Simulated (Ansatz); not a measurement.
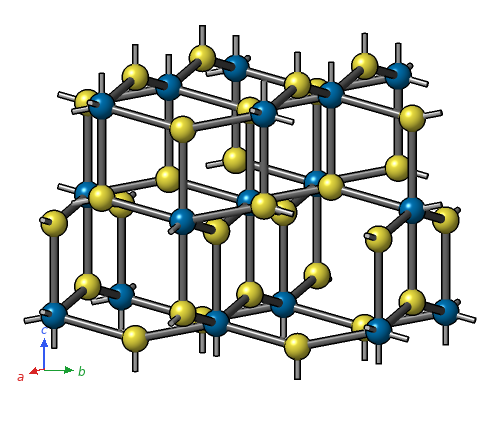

A cut-out of a periodic net derived from a crystal structure. Nodes are coloured by topological kind. Edges to nodes outside the piece are drawn as stubs.

Q: What net is this?

A: A binodal (3,6)-connected, three-periodic net. It is the ant net, known from anatase.

Q: Give point symbol and coordination sequence of each kind of node.

A: 3-connected node: 4^2.6, sequence 3, 13, 16, 54; 6-connected node: 4^4.6^2.8^8.10, sequence 6, 8, 32, 28.

The net was derived as follows. The compound is TiO2 (space group I4_1/amd, No. 141), taken as the end point of a relaxation with DFT, PBE, plane waves, PAW (Ansatz 0.2.0); the starting structure was generated, so it need not be a known form of this composition. Bonds are taken as O–Ti below 2.3 Å. Atoms with one bond or none are removed and atoms with two bonds are replaced by edges, until no such atom is left. O is a 3-connected node; Ti is a 6-connected node, in the ratio 2:1.
